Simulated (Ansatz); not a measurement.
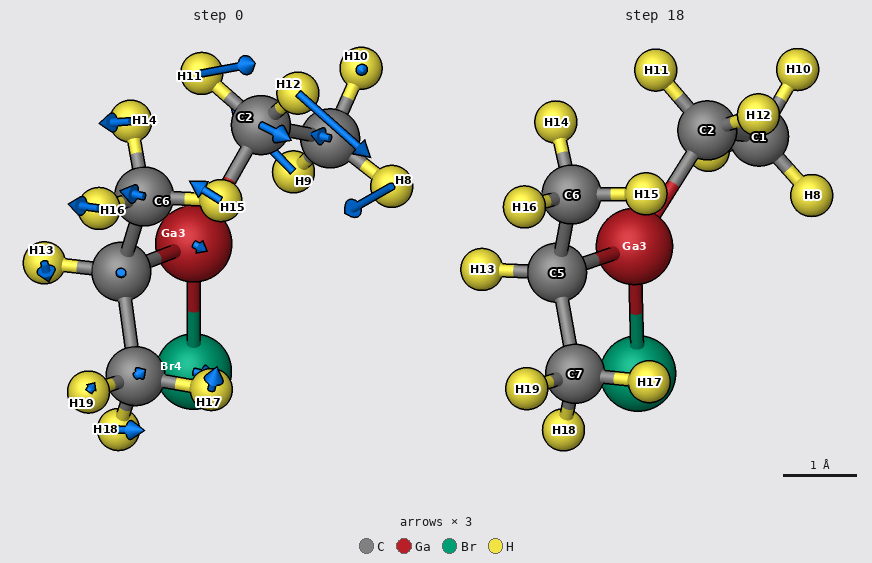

The structure of C5H12BrGa before (left) and after (right) a relaxation, at one scale. The blue arrows give the displacements, magnified 3 times.

A ball-and-stick model, seen from a free direction.

The start comes from PBE-D4/def2-SVP.

The calculation used RKS PBE0-D4/def2-TZVP in Ansatz. (force threshold 0.005 eV/Å; at most 150 steps)

Q: What changed between the two?

A: The largest move after the best rigid fit is that of H12, 0.45 Å. By element the largest moves are H 0.45 Å, C 0.19 Å, Br 0.12 Å, Ga 0.08 Å. Near-neighbour distances that change, for instance: Ga3–Br4 2.348 → 2.327 Å, C2–H11 1.115 → 1.097 Å, Ga3–C5 1.999 → 1.982 Å, C5–H13 1.116 → 1.099 Å. The energy falls by 0.072 eV in 18 geometry steps. The largest force component goes from 0.55 to 0.0035 eV/Å. The forces were under the threshold at step 3, but the run went on from there. The run took about 25 s of wall time on a shared GPU.
